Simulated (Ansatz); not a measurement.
# SnH3Cl (SMILES [Cl][SnH3]) at 6 levels

Wanted: a comparison of 6 runs (BLYP/STO-3G, CAM-B3LYP/STO-3G, PBE0/STO-3G, UPBE/STO-3G, UMP2/STO-3G, CCSDT/STO-3G) of SnH3Cl. 

The results are computed with Ansatz 0.2.0.

59 further runs of the same task are left out: 8 that didn't finish, 51 set aside as unsound or not needed.

## 1. The system as given

SnH3Cl: 5 atoms, total charge 0, spin state singlet. SMILES: `[Cl][SnH3]`. The H4–Sn2 distance was set to 4.250 Å, away from the relaxed value. At this shape a bond of the SMILES string is far longer than usual.

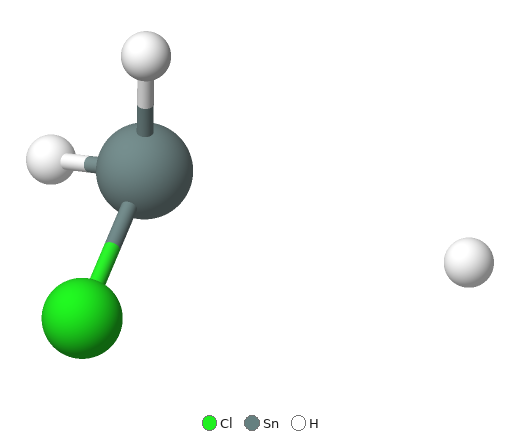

The structure, seen from a chosen angle (chlorine green, tin teal, hydrogen white).

## 2. The energy at BLYP/STO-3G (run 1)

run.yaml reads:

```yaml
crystal:
  periodic: [false, false, false]
  atoms:
    - symbol: Cl
      position_ang: [-2.370090, 2.806905, 0.717006]
    - symbol: Sn
      position_ang: [-0.361790, 2.430005, -0.410394]
    - symbol: H
      position_ang: [-0.651190, 2.837405, -2.035294]
    - symbol: H
      position_ang: [0.522700, -1.694200, 0.111100]
    - symbol: H
      position_ang: [0.787510, 3.444405, 0.324506]
basis:
  gaussian:
    orbitals: STO-3G
hamiltonian:
  xc: {name: BLYP}
accuracy: high
```

Started as:

```
ansatz run run.yaml --threads 1 --pin off --max-ram 2610MiB --events-out events.jsonl --progress --plain --runs-dir runs
```

Log:

```text
Warning: RAYON_NUM_THREADS=1 ignored (pool sized by the plan → 1); use --threads N
Functional definition: BLYP
  name "BLYP"
  parameter beta = 0.0042
  parameter a = 0.04918
  parameter b = 0.132
  parameter c = 0.2533
  parameter d = 0.349
  exchange = b88_x(beta = beta)
  correlation = lyp_c(a = a, b = b, c = c, d = d)
698 factors; integrals over basis functions are off by at most 5.7e-9 eV
mean field evaluation 1: about -174739.0477 eV, gradient 2.0e1 eV
mean field evaluation 2: about -174734.3671 eV, gradient 3.1e1 eV
mean field evaluation 4: about -174741.1044 eV, gradient 8.0e0 eV
mean field evaluation 8: about -174741.3092 eV, gradient 8.2e0 eV
mean field evaluation 16: about -174749.8229 eV, gradient 1.2e-4 eV
mean field -174749.82289279 eV, -6421.9375416256 hartree, gradient 1.0e-8 eV, S^2 0.000000; 1 other end points of the search recorded, 0 dependent functions left out
reference -174749.82293809 eV, -6421.9375432904 hartree; 35, 35 occupied and 4, 4 virtual orbitals, 698 factors
Total energy: -174749.82293809 eV, -6421.9375432904 hartree
```

It took 4.5 s on 1 thread of Arm Neoverse V1, shared host; peak memory 0.11 GiB.

## 3. A single-point energy at CAM-B3LYP/STO-3G (run 2)

job.yaml reads:

```yaml
basis:
  gaussian: {orbitals: STO-3G}
crystal:
  periodic: [false, false, false]
  atoms:
    - {symbol: Cl, position_ang: [-2.370090, 2.806905, 0.717006]}
    - {symbol: Sn, position_ang: [-0.361790, 2.430005, -0.410394]}
    - {symbol: H, position_ang: [-0.651190, 2.837405, -2.035294]}
    - {symbol: H, position_ang: [0.522700, -1.694200, 0.111100]}
    - {symbol: H, position_ang: [0.787510, 3.444405, 0.324506]}
hamiltonian: {xc: {name: CAM-B3LYP}}
accuracy: high
```

Started as:

```
ansatz run job.yaml --threads 1 --pin off --max-ram 2610MiB --events-out events.jsonl --progress --plain --runs-dir runs
```

Log:

```text
Warning: RAYON_NUM_THREADS=1 ignored (pool sized by the plan → 1); use --threads N
Functional definition: CAM-B3LYP
  name "CAM-B3LYP"
  parameter alpha = 0.19
  parameter beta = 0.46
  parameter omega = 0.33/bohr
  parameter ac = 0.81
  exchange = (1 - alpha - beta)*b88_x + beta*b88_x_sr(omega) + alpha*exact_x + beta*exact_x_lr(omega)
  correlation = (1 - ac)*vwn5_c + ac*lyp_c
698 factors; integrals over basis functions are off by at most 5.7e-9 eV
171 factors; integrals over basis functions are off by at most 9.0e-10 eV
mean field evaluation 1: about -174749.8467 eV, gradient 1.5e1 eV
mean field evaluation 2: about -174748.6053 eV, gradient 1.5e1 eV
mean field evaluation 4: about -174758.3072 eV, gradient 5.7e0 eV
mean field evaluation 8: about -174758.3069 eV, gradient 5.7e0 eV
mean field evaluation 16: about -174758.5185 eV, gradient 1.4e-7 eV
mean field -174758.51847549 eV, -6422.2570983960 hartree, gradient 2.1e-8 eV, S^2 0.000000; 0 other end points of the search recorded, 0 dependent functions left out
reference -174758.51849162 eV, -6422.2570989886 hartree; 35, 35 occupied and 4, 4 virtual orbitals, 698 factors
Total energy: -174758.51849162 eV, -6422.2570989886 hartree
```

It took 3.3 s on 1 thread of Arm Neoverse V1, shared host; peak memory 0.14 GiB.

Runs 3 to 5 aren't shown in full; the table further down has their settings and results.

## 4. The energy at CCSDT/STO-3G (run 6)

run.yaml reads:

```yaml
basis:
  gaussian:
    orbitals: STO-3G
crystal:
  periodic: [false, false, false]
  atoms:
    - {symbol: Cl, position_ang: [-2.370090, 2.806905, 0.717006]}
    - {symbol: Sn, position_ang: [-0.361790, 2.430005, -0.410394]}
    - {symbol: H, position_ang: [-0.651190, 2.837405, -2.035294]}
    - {symbol: H, position_ang: [0.522700, -1.694200, 0.111100]}
    - {symbol: H, position_ang: [0.787510, 3.444405, 0.324506]}
correlation:
  method: ccsdt
  frozen_orbitals: {Cl: 5, H: 0, Sn: 18}
accuracy: high
scf:
  omitted_lower_state_checks: [cluster_reference, increment]
```

Started as:

```
ansatz run run.yaml --threads 1 --pin off --max-ram 2610MiB --events-out events.jsonl --progress --plain --runs-dir runs
```

Log:

```text
Warning: RAYON_NUM_THREADS=1 ignored (pool sized by the plan → 1); use --threads N
[... 12 lines left out ...]
23 core orbitals not correlated: weight in the atoms' cores, before any rotation towards them, 1.000 or more for the frozen orbitals, at most 0.000 for the correlated occupied ones
[... 32 lines left out ...]
WARN: these amplitudes may be one of several solutions (largest doubles amplitude 0.95, level shift 13.29 eV)
Total energy: -174685.96878335 eV, -6419.5909463858 hartree
Checks for a lower state left out: cluster_reference, increment
```

It took 1.4 s on 1 thread of Arm Neoverse V1, shared host; peak memory 0.099 GiB.

## 5. All runs side by side

```
run             level  frozen core orbitals   energy (Eh)  wall time
  1       BLYP/STO-3G                     –  -6421.937543      4.5 s
  2  CAM-B3LYP/STO-3G                     –  -6422.257099      3.3 s
  3       PBE0/STO-3G                     –  -6421.691482      3.3 s
  4       UPBE/STO-3G                     –  -6421.369156       11 s
  5       UMP2/STO-3G                    23  -6419.575079      2.3 s
  6      CCSDT/STO-3G                    23  -6419.590946      1.4 s
```

## 6. What came out

| quantity | value |
| --- | --- |
| run 6: total energy | -6419.59095 Eh |
| run 6: correlation energy (23 core orbitals frozen) | -251.1 mEh |
| run 6: T1 diagnostic | 0.020 |

**Reading.** Totals of different functionals can't be ranked against each other. In run 6 the log says that unrestricted orbitals would lower the reference, so the values rest on an unstable closed-shell determinant (other closed-shell runs at this shape may share the fault). In runs 1, 2, 3, 4, 5, 6 the basis is minimal, so the values are rough. In runs 1, 2, 3 a closed-shell determinant meets a far-stretched bond, which it describes badly. In runs 1, 2, 3, 4, 5, 6 relativity is left out where basis or elements ask for it. Spin contamination of the reference: run 5 ⟨S²⟩ = 1.00, run 4 ⟨S²⟩ = 1.00. Where it is this large, the reference is a mixture of spin states, and values that rest on it are in doubt. All runs together took 26 s, the longest 11 s.
